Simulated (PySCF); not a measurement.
# H₆NPSi: electronic excitations at several levels of theory

How much do the electronic excitations of H₆NPSi (`N[SiH2]P`) depend on the level of theory, and what does each level cost?

Programs: PySCF 2.14.0, with density-fitted response routines of our own. Each step states its level of theory. These are calculated values for one molecule in the gas phase, unless marked as measured. Atoms count from 0, in the outputs and in this text.

### 1 The molecule as given

9 atoms, charge 0, multiplicity 1; geometry from: PBE0-D3(BJ)/def2-SVP.

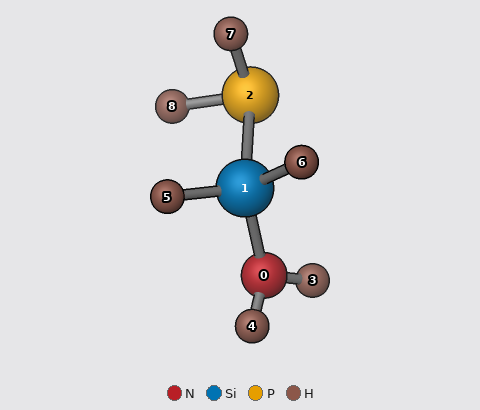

The starting geometry (nitrogen red, silicon blue, phosphorus amber, hydrogen brown), atoms numbered.

### 2 TDDFT and polarisability: wB97X-D/def2-SVPD

The job: settings as JSON, then the geometry in Å.

```
{"job": {"kind": "uv", "xc": "wB97X-D", "basis": "def2-SVPD", "ip": true}, "charge": 0, "multiplicity": 1}
N     -1.422189     0.708969    -0.167298
Si    -0.215721    -0.402677     0.381843
P      1.630527    -0.002703    -0.861301
H     -1.637389     0.762953    -1.156875
H     -2.254376     0.862408     0.391347
H     -0.048003    -0.168931     1.848551
H     -0.500974    -1.867066     0.193201
H      2.413289    -0.988794    -0.185535
H      2.092819     1.078334    -0.051438
```

With the program's defaults for keys left out, this is: TDDFT wB97X-D/def2-SVPD, vertical, gas phase, core orbitals frozen in the response.

Started as:

```sh
OMP_NUM_THREADS=1 python probes_run.py task.json out
```

The driver reads the jobs from task.json and runs them one after another.

Output:

```text
coarse grid: 8032 points
cycle   1  E = -688.8593915488  dE = -1.037e-01  |g| = 3.554e-01  |ddm| = 3.096e+00
cycle   2  E = -688.8678183861  dE = -8.427e-03  |g| = 3.391e-01  |ddm| = 9.195e-01
cycle   3  E = -688.8927725803  dE = -2.495e-02  |g| = 3.159e-02  |ddm| = 3.400e-01
cycle   4  E = -688.8931101194  dE = -3.375e-04  |g| = 9.778e-03  |ddm| = 9.584e-02
cycle   5  E = -688.8931512110  dE = -4.109e-05  |g| = 2.464e-03  |ddm| = 3.784e-02
cycle   6  E = -688.8931542991  dE = -3.088e-06  |g| = 5.072e-04  |ddm| = 1.228e-02
final grid: 67080 points
cycle   7  E = -688.9746654575  dE = -4.243e-05  |g| = 5.810e-03  |ddm| = 7.381e-02
cycle   8  E = -688.9746669711  dE = -1.514e-06  |g| = 5.601e-03  |ddm| = 1.360e-02
cycle   9  E = -688.9746737166  dE = -6.745e-06  |g| = 4.862e-04  |ddm| = 6.656e-03
cycle  10  E = -688.9746738040  dE = -8.741e-08  |g| = 1.925e-04  |ddm| = 1.665e-03
cycle  11  E = -688.9746738214  dE = -1.743e-08  |g| = 2.613e-05  |ddm| = 9.375e-04
cycle  12  E = -688.9746738222  dE = -8.381e-10  |g| = 7.252e-06  |ddm| = 2.595e-04
converged SCF energy = -688.9746738222

Static polarisability (au): isotropic 65.135, principal 57.143 61.415 76.848

Singlet excitations
state   eV       nm        f      main configurations
  1   6.3624    194.9   0.01898   H->L 0.55, H-1->L 0.24
  2   6.5743    188.6   0.00922   H->L+1 0.63, H->L+2 0.16
  3   6.8419    181.2   0.03215   H-1->L 0.43, H->L 0.21, H->L+2 0.16
  4   7.2143    171.9   0.24706   H->L+2 0.44, H-1->L 0.11, H-1->L+1 0.11
  5   7.3237    169.3   0.12159   H->L+3 0.68, H-1->L+1 0.11
  6   7.4009    167.5   0.00425   H-1->L+1 0.64
  7   7.7305    160.4   0.02374   H-1->L+3 0.78
  8   7.8822    157.3   0.05567   H-1->L+2 0.82
  9   8.1349    152.4   0.04276   H->L+5 0.40, H->L+4 0.36
 10   8.3000    149.4   0.04625   H-2->L 0.49

Triplet excitations (Tamm-Dancoff, eV): 5.7168 5.8528 6.2309 6.7179
Vertical ionisation energy (delta-SCF) = 9.4058 eV
```

It took 21 s on 1 thread of Arm Neoverse V1, shared host; peak memory 0.54 GiB.

The orbitals next to the gap, with their largest atomic shares:

```
orbital      eV                       atoms
 HOMO−3  -11.76  Si1 30 %, H5 21 %, P2 16 %
 HOMO−2  -11.15  P2 36 %, Si1 21 %, N0 17 %
 HOMO−1   -9.57  N0 39 %, P2 21 %, Si1 15 %
   HOMO   -9.08  P2 50 %, N0 17 %, Si1 15 %
   LUMO    1.68  Si1 38 %, P2 18 %, N0 10 %
 LUMO+1    2.22  P2 37 %, Si1 24 %, H8 18 %
 LUMO+2    2.50  P2 36 %, Si1 24 %, H7 18 %
```

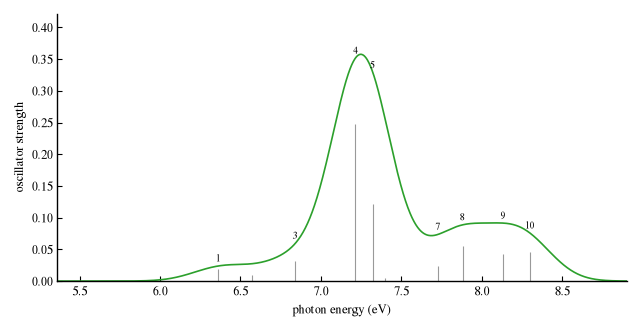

Absorption spectrum from the 10 singlet states computed; above the last one it falls off for lack of states. Lines are broadened to a width of 0.40 eV (Gaussian).

Ground-state properties from the same run:

```
           property  computed
  dipole moment (D)      1.32
polarisability (Å³)      9.65
 HOMO–LUMO gap (eV)     10.76
      −ε(HOMO) (eV)      9.08
```

### 3 Excited states and response: LC-wPBE/def2-SVPD

Same as in step 2 but for these lines:

```diff
@@ -1,2 +1,2 @@
-{"job": {"kind": "uv", "xc": "wB97X-D", "basis": "def2-SVPD", "ip": true}, "charge": 0, "multiplicity": 1}
+{"job": {"kind": "uv", "xc": "LC-wPBE", "basis": "def2-SVPD", "ip": true}, "charge": 0, "multiplicity": 1}
 N     -1.422189     0.708969    -0.167298
```

Method: TDDFT LC-wPBE/def2-SVPD, vertical, gas phase, core orbitals frozen in the response.

Output:

```text
coarse grid: 8032 points
cycle   1  E = -688.6346048057  dE = -1.170e-01  |g| = 3.442e-01  |ddm| = 3.124e+00
cycle   2  E = -688.6529401018  dE = -1.834e-02  |g| = 2.719e-01  |ddm| = 7.815e-01
cycle   3  E = -688.6687267902  dE = -1.579e-02  |g| = 3.987e-02  |ddm| = 2.773e-01
cycle   4  E = -688.6692958518  dE = -5.691e-04  |g| = 9.612e-03  |ddm| = 1.055e-01
cycle   5  E = -688.6693451563  dE = -4.930e-05  |g| = 2.485e-03  |ddm| = 3.819e-02
cycle   6  E = -688.6693492210  dE = -4.065e-06  |g| = 6.734e-04  |ddm| = 1.107e-02
final grid: 67080 points
cycle   7  E = -688.7714934934  dE = -1.758e-05  |g| = 4.246e-03  |ddm| = 4.896e-02
cycle   8  E = -688.7714944083  dE = -9.149e-07  |g| = 3.909e-03  |ddm| = 7.776e-03
cycle   9  E = -688.7714976379  dE = -3.230e-06  |g| = 2.595e-04  |ddm| = 3.643e-03
cycle  10  E = -688.7714976742  dE = -3.630e-08  |g| = 9.757e-05  |ddm| = 8.244e-04
cycle  11  E = -688.7714976812  dE = -7.030e-09  |g| = 2.095e-05  |ddm| = 3.226e-04
cycle  12  E = -688.7714976816  dE = -4.040e-10  |g| = 4.966e-06  |ddm| = 6.786e-05
converged SCF energy = -688.7714976816

Static polarisability (au): isotropic 63.593, principal 56.085 60.118 74.577

Singlet excitations
state   eV       nm        f      main configurations
  1   6.6550    186.3   0.02747   H->L+1 0.26, H->L 0.23, H->L+3 0.13
  2   6.8157    181.9   0.00133   H->L 0.27, H-1->L 0.21, H->L+2 0.20
  3   7.1516    173.4   0.05596   H-1->L 0.34, H->L 0.23, H->L+1 0.14
  4   7.5358    164.5   0.33032   H->L+3 0.36, H->L+1 0.31
  5   7.7157    160.7   0.02280   H->L+2 0.29, H-1->L+1 0.21, H->L+3 0.19
  6   7.8819    157.3   0.01891   H-1->L+1 0.44, H-1->L 0.10, H->L+2 0.10
  7   8.1714    151.7   0.04073   H-1->L+3 0.53, H-2->L 0.14
  8   8.3548    148.4   0.06423   H-1->L+2 0.64
  9   8.4597    146.6   0.04124   H->L+5 0.50, H->L+4 0.15, H->L+6 0.09
 10   8.6947    142.6   0.07406   H-2->L 0.29, H-1->L+3 0.16, H-1->L+5 0.11

Triplet excitations (Tamm-Dancoff, eV): 5.6745 5.7277 6.3993 6.8830
Vertical ionisation energy (delta-SCF) = 9.5632 eV
```

It took 32 s on 1 thread of Arm Neoverse V1, shared host; peak memory 0.52 GiB.

This run: HOMO -9.88 eV, LUMO 1.91 eV; lowest singlet 6.66 eV.

### 4 Excited states and response: PBE0/6-31G*

Same as in step 3 but for these lines:

```diff
@@ -1,2 +1,2 @@
-{"job": {"kind": "uv", "xc": "LC-wPBE", "basis": "def2-SVPD", "ip": true}, "charge": 0, "multiplicity": 1}
+{"job": {"kind": "uv", "xc": "PBE0", "basis": "6-31G*"}, "charge": 0, "multiplicity": 1}
 N     -1.422189     0.708969    -0.167298
```

Level: TDDFT PBE0/6-31G*, vertical, gas phase, core orbitals frozen in the response.

Output:

```text
coarse grid: 8032 points
cycle   1  E = -688.8650987542  dE = -2.782e-02  |g| = 3.917e-01  |ddm| = 2.537e+00
cycle   2  E = -688.8368324623  dE =  2.827e-02  |g| = 5.259e-01  |ddm| = 8.295e-01
cycle   3  E = -688.9004448193  dE = -6.361e-02  |g| = 3.731e-02  |ddm| = 5.081e-01
cycle   4  E = -688.9008156111  dE = -3.708e-04  |g| = 1.077e-02  |ddm| = 6.168e-02
cycle   5  E = -688.9008580094  dE = -4.240e-05  |g| = 2.410e-03  |ddm| = 2.132e-02
cycle   6  E = -688.9008601668  dE = -2.157e-06  |g| = 3.574e-04  |ddm| = 4.365e-03
final grid: 67080 points
cycle   7  E = -688.8582699349  dE = -5.841e-06  |g| = 5.857e-03  |ddm| = 1.389e-02
cycle   8  E = -688.8582626126  dE =  7.322e-06  |g| = 8.279e-03  |ddm| = 1.266e-02
cycle   9  E = -688.8582782450  dE = -1.563e-05  |g| = 3.607e-04  |ddm| = 7.034e-03
cycle  10  E = -688.8582782913  dE = -4.634e-08  |g| = 6.296e-05  |ddm| = 6.589e-04
cycle  11  E = -688.8582782926  dE = -1.241e-09  |g| = 1.816e-05  |ddm| = 1.127e-04
cycle  12  E = -688.8582782927  dE = -1.139e-10  |g| = 3.983e-06  |ddm| = 3.115e-05
converged SCF energy = -688.8582782927

Static polarisability (au): isotropic 51.909, principal 43.175 48.638 63.913

Singlet excitations
state   eV       nm        f      main configurations
  1   6.3051    196.6   0.03041   H->L 0.81, H-1->L 0.10
  2   6.7707    183.1   0.01328   H->L+1 0.56, H-1->L 0.38
  3   7.0039    177.0   0.02344   H-1->L 0.39, H->L+2 0.28, H->L+1 0.26
  4   7.2785    170.3   0.22709   H->L+2 0.57, H->L+1 0.13, H->L 0.10
  5   7.5009    165.3   0.04116   H-1->L+1 0.79, H-1->L+2 0.11
  6   7.5798    163.6   0.05923   H-1->L+2 0.67, H->L+3 0.20
  7   7.6985    161.0   0.02716   H->L+3 0.73, H-1->L+2 0.11
  8   8.1171    152.7   0.03520   H-1->L+3 0.93
  9   8.5213    145.5   0.10928   H-2->L 0.82
 10   8.8583    140.0   0.00478   H->L+5 0.27, H-2->L+1 0.24, H-3->L 0.21

Triplet excitations (Tamm-Dancoff, eV): 5.6143 5.8005 6.0568 6.7530
```

It took 3.1 s on 1 thread of Arm Neoverse V1, shared host; peak memory 0.36 GiB.

This run: HOMO -7.04 eV, LUMO 0.59 eV; lowest singlet 6.31 eV.

### 5 Ultraviolet spectrum: PBE0/def2-SVP

Same as in step 4 but for these lines:

```diff
@@ -1,2 +1,2 @@
-{"job": {"kind": "uv", "xc": "PBE0", "basis": "6-31G*"}, "charge": 0, "multiplicity": 1}
+{"job": {"kind": "uv", "xc": "PBE0", "basis": "def2-SVP"}, "charge": 0, "multiplicity": 1}
 N     -1.422189     0.708969    -0.167298
```

Level: TDDFT PBE0/def2-SVP, vertical, gas phase, core orbitals frozen in the response.

Output:

```text
coarse grid: 8032 points
cycle   1  E = -688.5564255269  dE = -5.436e-02  |g| = 3.825e-01  |ddm| = 2.663e+00
cycle   2  E = -688.5294396414  dE =  2.699e-02  |g| = 5.132e-01  |ddm| = 8.059e-01
cycle   3  E = -688.5892587710  dE = -5.982e-02  |g| = 3.486e-02  |ddm| = 4.897e-01
cycle   4  E = -688.5895895715  dE = -3.308e-04  |g| = 9.820e-03  |ddm| = 6.200e-02
cycle   5  E = -688.5896210459  dE = -3.147e-05  |g| = 2.419e-03  |ddm| = 2.181e-02
cycle   6  E = -688.5896231813  dE = -2.135e-06  |g| = 3.923e-04  |ddm| = 4.796e-03
final grid: 67080 points
cycle   7  E = -688.6643241162  dE = -7.029e-06  |g| = 5.389e-03  |ddm| = 1.687e-02
cycle   8  E = -688.6643178664  dE =  6.250e-06  |g| = 7.595e-03  |ddm| = 1.170e-02
cycle   9  E = -688.6643308480  dE = -1.298e-05  |g| = 2.903e-04  |ddm| = 6.598e-03
cycle  10  E = -688.6643308748  dE = -2.685e-08  |g| = 5.874e-05  |ddm| = 6.177e-04
cycle  11  E = -688.6643308760  dE = -1.218e-09  |g| = 1.661e-05  |ddm| = 1.333e-04
cycle  12  E = -688.6643308761  dE = -1.016e-10  |g| = 3.468e-06  |ddm| = 2.814e-05
converged SCF energy = -688.6643308761

Static polarisability (au): isotropic 53.947, principal 46.544 51.187 64.109

Singlet excitations
state   eV       nm        f      main configurations
  1   6.3896    194.0   0.01323   H->L 0.82, H-1->L 0.10
  2   6.7859    182.7   0.00328   H->L+1 0.80, H-1->L 0.14
  3   7.0247    176.5   0.03074   H-1->L 0.62, H->L+2 0.13, H->L+1 0.12
  4   7.4000    167.5   0.02702   H-1->L+1 0.83, H-1->L+2 0.09
  5   7.5086    165.1   0.08188   H->L+2 0.71, H->L+3 0.15
  6   7.5574    164.1   0.08892   H->L+3 0.59, H-1->L+2 0.15, H->L+2 0.09
  7   7.8928    157.1   0.11117   H-1->L+2 0.61, H->L+3 0.18
  8   8.0583    153.9   0.03097   H-1->L+3 0.84
  9   8.3797    148.0   0.02638   H->L+4 0.74
 10   8.5809    144.5   0.01089   H-2->L 0.66, H->L+5 0.23

Triplet excitations (Tamm-Dancoff, eV): 5.7110 5.8789 6.1366 6.7926
```

Wall time 4 s (1 thread of Arm Neoverse V1, shared host); peak memory 0.41 GiB.

This run: HOMO -7.08 eV, LUMO 0.68 eV; lowest singlet 6.39 eV.

### 6 TDDFT and polarisability: PBE0/def2-TZVP

Same as in step 5 but for these lines:

```diff
@@ -1,2 +1,2 @@
-{"job": {"kind": "uv", "xc": "PBE0", "basis": "def2-SVP"}, "charge": 0, "multiplicity": 1}
+{"job": {"kind": "uv", "xc": "PBE0", "basis": "def2-TZVP"}, "charge": 0, "multiplicity": 1}
 N     -1.422189     0.708969    -0.167298
```

With the program's defaults for keys left out, this is: TDDFT PBE0/def2-TZVP, vertical, gas phase, core orbitals frozen in the response.

Output:

```text
coarse grid: 8032 points
cycle   1  E = -688.9245661393  dE = -5.241e-02  |g| = 4.118e-01  |ddm| = 2.052e+00
cycle   2  E = -688.8915867024  dE =  3.298e-02  |g| = 5.647e-01  |ddm| = 6.103e-01
cycle   3  E = -688.9597140304  dE = -6.813e-02  |g| = 4.520e-02  |ddm| = 3.771e-01
cycle   4  E = -688.9601868714  dE = -4.728e-04  |g| = 1.218e-02  |ddm| = 4.677e-02
cycle   5  E = -688.9602236806  dE = -3.681e-05  |g| = 3.501e-03  |ddm| = 1.497e-02
cycle   6  E = -688.9602265303  dE = -2.850e-06  |g| = 6.273e-04  |ddm| = 3.771e-03
final grid: 67080 points
cycle   7  E = -688.9556336481  dE = -1.619e-05  |g| = 6.353e-03  |ddm| = 1.507e-02
cycle   8  E = -688.9556257033  dE =  7.945e-06  |g| = 8.772e-03  |ddm| = 8.666e-03
cycle   9  E = -688.9556414065  dE = -1.570e-05  |g| = 6.166e-04  |ddm| = 5.190e-03
cycle  10  E = -688.9556414786  dE = -7.208e-08  |g| = 9.563e-05  |ddm| = 5.569e-04
cycle  11  E = -688.9556414812  dE = -2.686e-09  |g| = 3.444e-05  |ddm| = 1.348e-04
cycle  12  E = -688.9556414816  dE = -3.929e-10  |g| = 6.449e-06  |ddm| = 3.478e-05
converged SCF energy = -688.9556414816

Static polarisability (au): isotropic 61.486, principal 53.021 57.859 73.576

Singlet excitations
state   eV       nm        f      main configurations
  1   6.0894    203.6   0.01884   H->L 0.78, H-1->L 0.12
  2   6.4069    193.5   0.00533   H->L+1 0.75, H-1->L 0.20
  3   6.6468    186.5   0.02618   H-1->L 0.60, H->L+1 0.16, H->L 0.12
  4   7.0029    177.0   0.03303   H->L+3 0.67, H-1->L+1 0.16, H->L+2 0.09
  5   7.0295    176.4   0.00594   H-1->L+1 0.69, H->L+2 0.19
  6   7.1259    174.0   0.26086   H->L+2 0.58, H->L+3 0.17
  7   7.3645    168.4   0.04670   H-1->L+2 0.84
  8   7.5192    164.9   0.04222   H-1->L+3 0.85
  9   8.0363    154.3   0.02638   H->L+5 0.45, H-2->L 0.35, H-1->L+5 0.12
 10   8.0858    153.3   0.02212   H->L+4 0.65, H-2->L+1 0.10

Triplet excitations (Tamm-Dancoff, eV): 5.3845 5.5362 5.8752 6.4548
```

Run time: 7.9 s. Hardware: 1 thread of Arm Neoverse V1, shared host; peak memory 0.58 GiB.

Key values: HOMO -7.23 eV, LUMO 0.18 eV; lowest singlet 6.09 eV.

### 7 TDDFT and polarisability: PBE0/aug-cc-pVDZ

Same as in step 6 but for these lines:

```diff
@@ -1,2 +1,2 @@
-{"job": {"kind": "uv", "xc": "PBE0", "basis": "def2-TZVP"}, "charge": 0, "multiplicity": 1}
+{"job": {"kind": "uv", "xc": "PBE0", "basis": "aug-cc-pVDZ"}, "charge": 0, "multiplicity": 1}
 N     -1.422189     0.708969    -0.167298
```

With the program's defaults for keys left out, this is: TDDFT PBE0/aug-cc-pVDZ, vertical, gas phase, core orbitals frozen in the response.

Output:

```text
coarse grid: 8032 points
cycle   1  E = -688.8703952853  dE = -1.215e-02  |g| = 3.836e-01  |ddm| = 5.590e+00
cycle   2  E = -688.8358358698  dE =  3.456e-02  |g| = 5.452e-01  |ddm| = 1.360e+00
cycle   3  E = -688.9037252556  dE = -6.789e-02  |g| = 3.720e-02  |ddm| = 7.690e-01
cycle   4  E = -688.9041140317  dE = -3.888e-04  |g| = 1.100e-02  |ddm| = 1.125e-01
cycle   5  E = -688.9041555020  dE = -4.147e-05  |g| = 2.725e-03  |ddm| = 3.755e-02
cycle   6  E = -688.9041583226  dE = -2.821e-06  |g| = 5.086e-04  |ddm| = 7.431e-03
final grid: 67080 points
cycle   7  E = -688.9158567249  dE = -6.948e-06  |g| = 5.706e-03  |ddm| = 6.176e-02
cycle   8  E = -688.9158480210  dE =  8.704e-06  |g| = 8.503e-03  |ddm| = 2.051e-02
cycle   9  E = -688.9158642963  dE = -1.628e-05  |g| = 3.053e-04  |ddm| = 1.194e-02
cycle  10  E = -688.9158643267  dE = -3.037e-08  |g| = 7.410e-05  |ddm| = 1.024e-03
cycle  11  E = -688.9158643286  dE = -1.883e-09  |g| = 2.291e-05  |ddm| = 2.366e-04
cycle  12  E = -688.9158643288  dE = -2.008e-10  |g| = 4.587e-06  |ddm| = 5.734e-05
converged SCF energy = -688.9158643288

Static polarisability (au): isotropic 67.670, principal 59.336 63.862 79.813

Singlet excitations
state   eV       nm        f      main configurations
  1   5.7229    216.6   0.00754   H->L 0.81, H-1->L 0.14
  2   6.1176    202.7   0.03181   H->L+1 0.67, H-1->L 0.20
  3   6.2702    197.7   0.03465   H-1->L 0.53, H->L+3 0.22, H->L+1 0.14
  4   6.4756    191.5   0.00960   H->L+3 0.42, H->L+2 0.33, H->L+1 0.11
  5   6.5862    188.2   0.16887   H->L+2 0.46, H-1->L+1 0.28, H->L+3 0.18
  6   6.6242    187.2   0.04626   H-1->L+1 0.59, H->L+2 0.16, H->L+3 0.09
  7   6.9161    179.3   0.04296   H-1->L+2 0.90
  8   6.9892    177.4   0.02912   H->L+4 0.53, H-1->L+3 0.33
  9   7.0323    176.3   0.02856   H-1->L+3 0.49, H->L+4 0.35
 10   7.1902    172.4   0.04810   H->L+5 0.84

Triplet excitations (Tamm-Dancoff, eV): 5.3117 5.5964 5.6157 5.9622
```

Wall time 7.4 s (1 thread of Arm Neoverse V1, shared host); peak memory 0.58 GiB.

This run: HOMO -7.24 eV, LUMO -0.37 eV; lowest singlet 5.72 eV.

### 8 Ultraviolet spectrum: PBE0/aug-cc-pVTZ

Same as in step 7 but for these lines:

```diff
@@ -1,2 +1,2 @@
-{"job": {"kind": "uv", "xc": "PBE0", "basis": "aug-cc-pVDZ"}, "charge": 0, "multiplicity": 1}
+{"job": {"kind": "uv", "xc": "PBE0", "basis": "aug-cc-pVTZ"}, "charge": 0, "multiplicity": 1}
 N     -1.422189     0.708969    -0.167298
```

Level: TDDFT PBE0/aug-cc-pVTZ, vertical, gas phase, core orbitals frozen in the response.

Output:

```text
coarse grid: 8032 points
cycle   1  E = -688.9181779007  dE = -4.588e-02  |g| = 4.064e-01  |ddm| = 5.310e+00
cycle   2  E = -688.8825211294  dE =  3.566e-02  |g| = 5.731e-01  |ddm| = 1.233e+00
cycle   3  E = -688.9531046702  dE = -7.058e-02  |g| = 4.342e-02  |ddm| = 7.112e-01
cycle   4  E = -688.9535490599  dE = -4.444e-04  |g| = 1.300e-02  |ddm| = 9.486e-02
cycle   5  E = -688.9535939851  dE = -4.493e-05  |g| = 3.311e-03  |ddm| = 2.796e-02
cycle   6  E = -688.9535970890  dE = -3.104e-06  |g| = 7.319e-04  |ddm| = 6.895e-03
final grid: 67080 points
cycle   7  E = -688.9621714314  dE = -2.538e-05  |g| = 6.385e-03  |ddm| = 1.067e-01
cycle   8  E = -688.9621627714  dE =  8.660e-06  |g| = 9.037e-03  |ddm| = 1.942e-02
cycle   9  E = -688.9621795784  dE = -1.681e-05  |g| = 5.727e-04  |ddm| = 1.143e-02
cycle  10  E = -688.9621796508  dE = -7.238e-08  |g| = 1.111e-04  |ddm| = 1.012e-03
cycle  11  E = -688.9621796547  dE = -3.864e-09  |g| = 3.533e-05  |ddm| = 2.857e-04
cycle  12  E = -688.9621796551  dE = -4.272e-10  |g| = 6.850e-06  |ddm| = 6.119e-05
converged SCF energy = -688.9621796551

Static polarisability (au): isotropic 67.857, principal 59.563 64.003 80.006

Singlet excitations
state   eV       nm        f      main configurations
  1   5.7448    215.8   0.00782   H->L 0.79, H-1->L 0.15
  2   6.1112    202.9   0.03033   H->L+1 0.71, H-1->L 0.12
  3   6.2354    198.8   0.02449   H-1->L 0.57, H->L+3 0.24
  4   6.4601    191.9   0.02635   H->L+3 0.45, H->L+2 0.20, H->L+1 0.16
  5   6.5830    188.3   0.16687   H->L+2 0.59, H-1->L+1 0.21, H->L+3 0.12
  6   6.6293    187.0   0.04211   H-1->L+1 0.64, H->L+2 0.14
  7   6.9169    179.2   0.03297   H-1->L+2 0.86
  8   6.9646    178.0   0.02558   H->L+4 0.40, H-1->L+3 0.39
  9   7.0103    176.9   0.02683   H->L+4 0.47, H-1->L+3 0.37
 10   7.1375    173.7   0.04523   H->L+5 0.82

Triplet excitations (Tamm-Dancoff, eV): 5.2762 5.5089 5.6193 5.9684
```

It took 24 s on 1 thread of Arm Neoverse V1, shared host; peak memory 0.89 GiB.

Key values: HOMO -7.27 eV, LUMO -0.39 eV; lowest singlet 5.74 eV.

(Part 1 of 2 ends here.)
